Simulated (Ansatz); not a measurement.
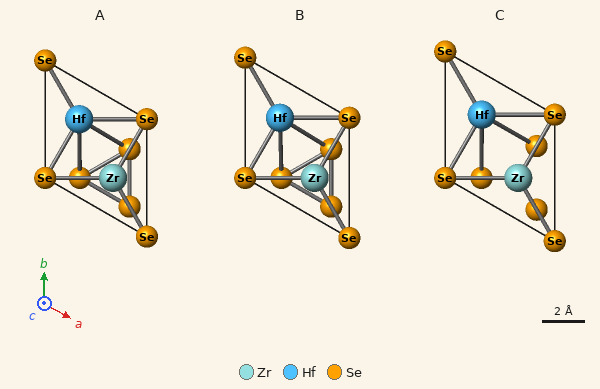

3 geometries from one relaxation of a crystal of HfZrSe4 (a generated structure, set up in P-6m2) (coarse preliminary run), in shuffled order. Style: ball-and-stick. Shown: the cell of the calculation, along the c axis.

All numbers below come from DFT PBE, scalar-relativistic, plane waves, PAW (Ansatz 0.2.0). Set-up: plane-wave cutoff 420 eV; k-point mesh 3 × 3 × 4; occupations gaussian; smearing width 0.1 eV; no spin polarisation; cell and atoms relaxed; force threshold 0.04 eV/Å; at most 70 steps.

> Order the frames from highest to lowest energy.

C, B, A. They are steps 0, 1, 5, at +146 meV per atom, +11.1 meV per atom relative to the last. The largest moves relative to the cell, 0.045 Å, are those of Se atoms. Hf and Zr stay in place. The volume changes by −14.5 %, with a = b 6.063 → 5.629 Å (−7.2 %), c 4.913 → 4.872 Å (−0.8 %). Among the contacts that change: Se–Se 3.047 → 2.752 Å, Hf–Zr 3.500 → 3.250 Å, Hf–Se 3.500 → 3.250 Å, Se–Zr 3.500 → 3.250 Å. Bond angles that change, for instance: Zr–Se–Zr 108.8° → 113.8°. The space group stays P-6m2 (No. 187). Over 4 accepted moves (5 points after the start) the energy falls by 146 meV per atom. The largest force component goes from 0.89 to 0.0066 eV/Å. The pressure goes from −8.40 to −0.04 GPa. The SCF was repeated once at an unchanged geometry on a basis and grid sized afresh for the cell, which shifted the energy by 0.3 meV per atom at most. The run took 95 s on 1 thread of Intel(R) Xeon(R) Processor @ 2.50GHz (Skylake/Cascade Lake) (shared host), peak memory 0.49 GiB.
